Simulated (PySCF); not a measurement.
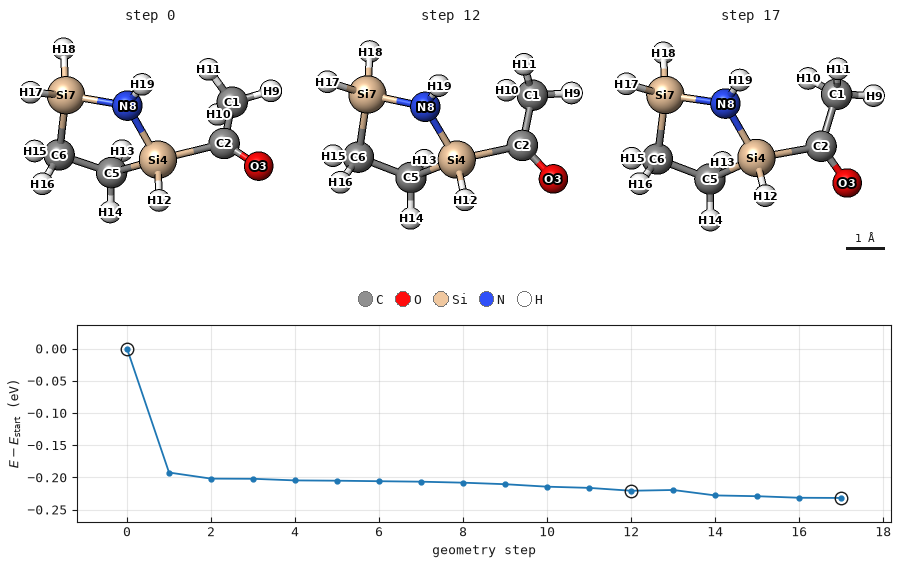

Frames of a relaxation of C$_{4}$H$_{11}$NOSi$_{2}$, marked on the history of the run. The picture is a ball-and-stick view, seen at a tilt.

The start comes from GFN2-xTB. Its atoms were then displaced at random by about 0.01 Å.

The calculation used PySCF 2.14.0, density-fitted response routines, PBE0-D3(BJ)/def2-SVP geometry optimisation, gas phase. 

**What happens along the run?**

The largest moves after the best rigid fit, 1.13 Å, are those of O3, H10 and H11. Largest moves by element: H 1.13 Å, O 1.12 Å, C 0.35 Å, Si 0.17 Å, N 0.08 Å. Among the contacts that change: C2–Si4 1.883 → 1.933 Å, Si4–C5 1.931 → 1.895 Å, C1–H9 1.071 → 1.099 Å, C1–H10 1.076 → 1.103 Å. Among the angles between lasting bonds that change: C2–Si4–C5 115.6° → 109.1°, C2–Si4–N8 109.7° → 114.7°, C2–Si4–H12 109.6° → 106.0°. Groups turn about C2–Si4 by about 40°. Over 17 geometry steps the energy falls by 0.232 eV. The run took 8.2 min on 1 thread of Arm Neoverse N1, on a shared host. From step 0 to 12: O and H atoms move most (0.75 Å), energy −0.221 eV. From step 12 to 17: H11 moves most (0.47 Å), energy −0.011 eV.

```
step  E − E(0), eV
   0        0.0000
   1       -0.1923
   2       -0.2018
   3       -0.2020
   4       -0.2046
   5       -0.2050
   6       -0.2058
   7       -0.2065
   8       -0.2081
   9       -0.2104
  10       -0.2143
  11       -0.2162
  12       -0.2206
  13       -0.2194
  14       -0.2279
  15       -0.2291
  16       -0.2315
  17       -0.2318
```
